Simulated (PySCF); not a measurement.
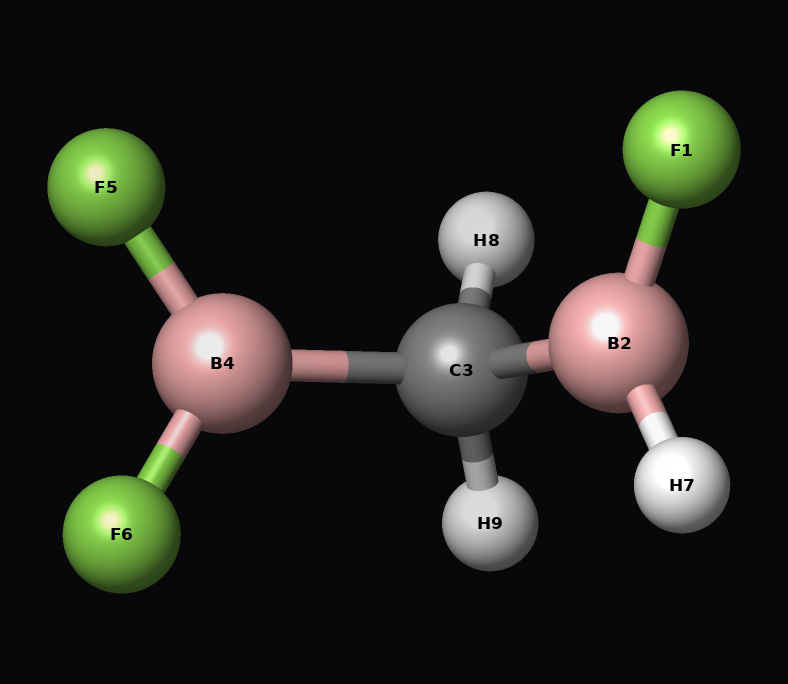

Computed geometry: GFN2-xTB optimisation. No frequency run is at hand to confirm it as a minimum. Properties computed with delta-SCF UKS SCAN, pcX-2 on the ionised atom, pcseg-1 elsewhere, spin-free X2C (PySCF 2.14.0).

Give the core-electron binding energies (to vacuum) of F1 1s, B2 1s, C3 1s, B4 1s, F5 1s.

| atom | level | binding energy (eV) |
| --- | --- | --- |
| F1 | 1s | 693.6 |
| B2 | 1s | 198.4 |
| C3 | 1s | 290.8 |
| B4 | 1s | 199.8 |
| F5 | 1s | 693.7 |

The geometry is semi-empirical. Around B such bond lengths and angles can be off by a tenth of an ångström or more and by several degrees, and values that hang on the shape move with them.
